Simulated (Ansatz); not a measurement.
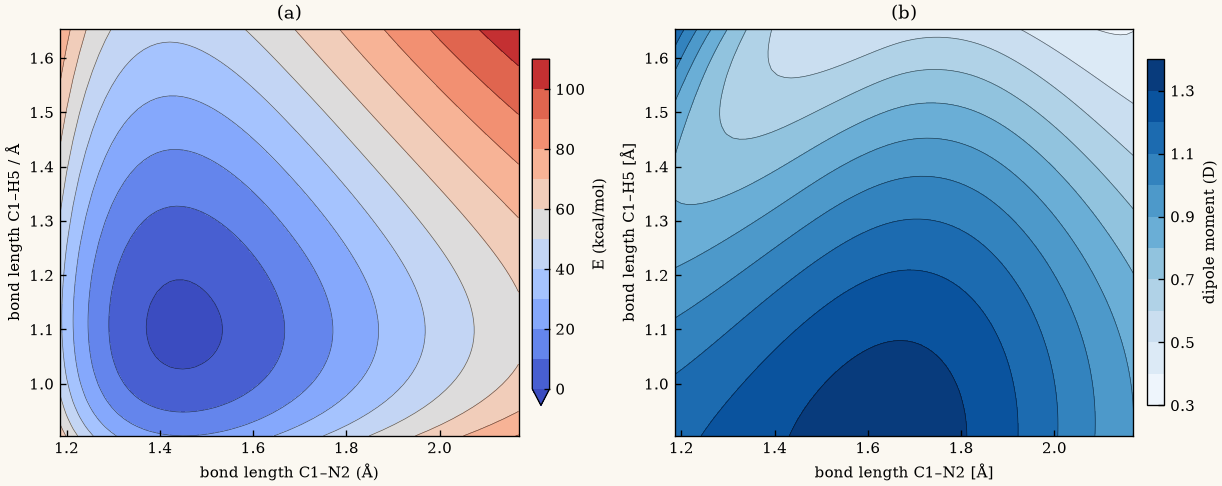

CH₆AlNSi, SMILES C[N]1[AlH][SiH2]1. Coordinates scanned: (1) bond length C1–N2; (2) bond length C1–H5. Nothing is relaxed (all other coordinates rigid). The grid has 7 × 7 points. Points are written as (first, second). Energies are in kcal/mol, from the lowest grid point. The reference is spin-restricted, which grows unreliable where a bond is stretched far. Level of theory: RKS r2SCAN-D4/def2-SVP (Ansatz 0.2.0).

Panel (a) is the energy; panel (b) is the computed dipole moment, in D.

In the figure: filled contours. Between grid points the surface is interpolated.

Question: How does the dipole moment vary over the map, and what is it at the lowest grid point?

Answer: Leaving out the highest fifth of the energies, it runs from 0.50 D at (1.513 Å, 1.654 Å) to 1.36 D at (1.677 Å, 0.904 Å). At the lowest grid point, (1.513 Å, 1.154 Å), it is 1.19 D.
